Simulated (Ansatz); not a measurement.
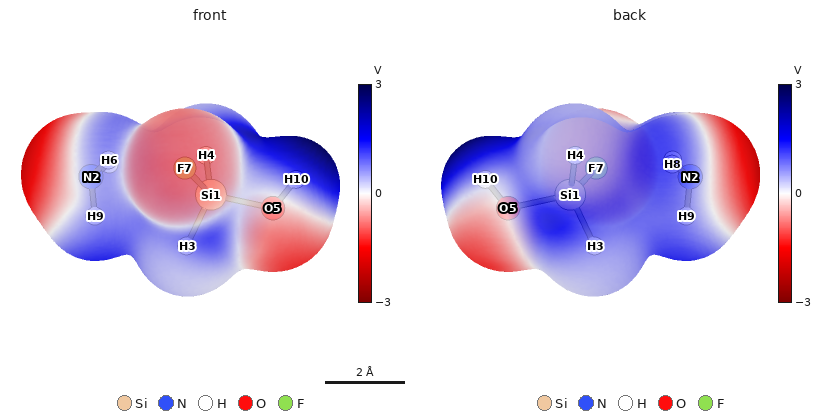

The picture shows: FH$_{3}$OSi···NH$_{3}$. The electrostatic potential painted on the density surface at 0.002 e/bohr³, seen from the front and from behind; the colour scale runs from red (negative) to blue (positive).

Not at a stationary point (largest force 0.7 eV/Å).

These are results of RKS B3LYP/def2-SVP (Ansatz), not measurements.

The calculation's input:

```
crystal:
  periodic: [false, false, false]
  atoms:
    - { symbol: Si, position_ang: [-0.5564, 0.5543, -0.3113] }
    - { symbol: "N", position_ang: [0.2689, -1.3754, -0.0031] }
    - { symbol: H, position_ang: [-0.9368, 0.2907, -1.7013] }
    - { symbol: H, position_ang: [-1.7451, 0.7137, 0.503] }
    - { symbol: O, position_ang: [0.4858, 1.7407, -0.6421] }
    - { symbol: H, position_ang: [0.5552, -0.7115, 1.1188] }
    - { symbol: F, position_ang: [0.3146, 0.411, 1.4887] }
    - { symbol: H, position_ang: [-0.3963, -2.1248, 0.0794] }
    - { symbol: H, position_ang: [1.0315, -1.6386, -0.6038] }
    - { symbol: H, position_ang: [0.9786, 2.1398, 0.0717] }
basis:
  gaussian: { orbitals: def2-SVP }
hamiltonian:
  xc: b3lyp
relax:
  f_tol: 0.15
  max_steps: 25
  restrain:
    - { distance: [0, 6], at: 1.68, k: 30.0 }
    - { distance: [5, 1], at: 1.02, k: 30.0 }
    - { distance: [0, 1], at: 3.12, k: 30.0 }
    - { distance: [5, 6], at: 2.18, k: 30.0 }
output:
  orbitals: {}
```

Command:

```sh
ansatz run input.yaml --threads 2 --pin off --max-ram 3072MiB --backend cpu --events-out ev --progress --plain --runs-dir out
```

The fields are those of the run's last geometry, not of the input's.

Which sites attract a positive test charge, and which a negative one?

Answer. A positive charge is drawn to the negative regions and a negative charge to the positive ones. The most negative region (about −2.0 V) lies over N2, the most positive (about +2.7 V) over H10. N2 is the likeliest acceptor of a hydrogen bond.
